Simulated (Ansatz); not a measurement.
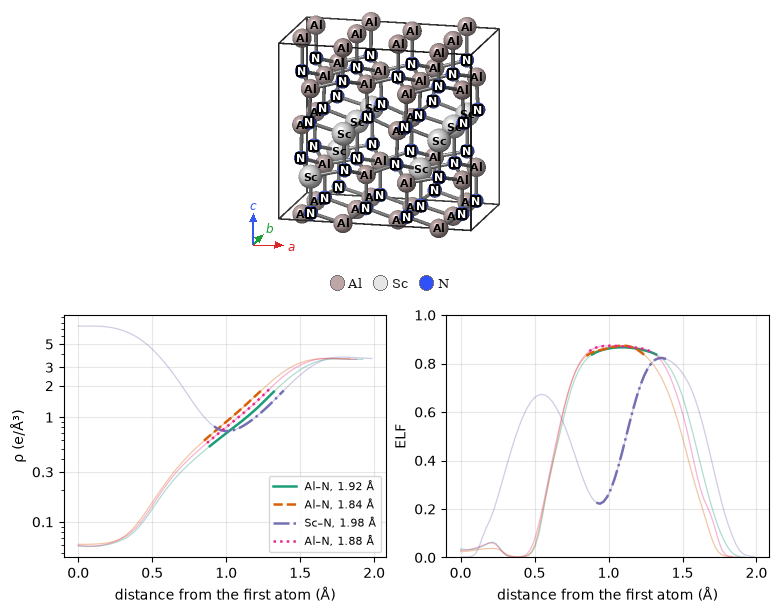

Figure. Sc₃Al₁₃N₁₆. Valence pseudo-density and ELF along straight lines between neighbouring atoms. Thin, pale parts lie inside the atomic spheres. The structure is drawn too.

Space group Cm; a generated structure, not necessarily the stable one.

Theory: Ansatz, DFT LDA, scalar-relativistic, plane waves, PAW.

In a PAW calculation such maps are meaningful between the atoms, not at the nuclei.

**What can be read from the curves?**

Al–N (1.92 Å): ρ at the midpoint is about 0.64 e/Å³; the ELF peaks at about 0.85 between the atoms; a polar covalent bond.
Al–N (1.84 Å): the density is about 0.72 e/Å³ at the midpoint; the ELF peaks at about 0.85 in the valence shell of N, 0.7 Å from its nucleus, and is about 0.85 at the midpoint.
Sc–N (1.98 Å): the density is about 0.74 e/Å³ at the midpoint; the ELF peaks at about 0.80 in the valence shell of N, 0.6 Å from its nucleus, and is about 0.25 at the midpoint; no localised pair shows between them.
Al–N (1.88 Å): the density is about 0.69 e/Å³ at the midpoint; the ELF peaks at about 0.85 between the atoms, as expected for a shared but strongly polarised pair.
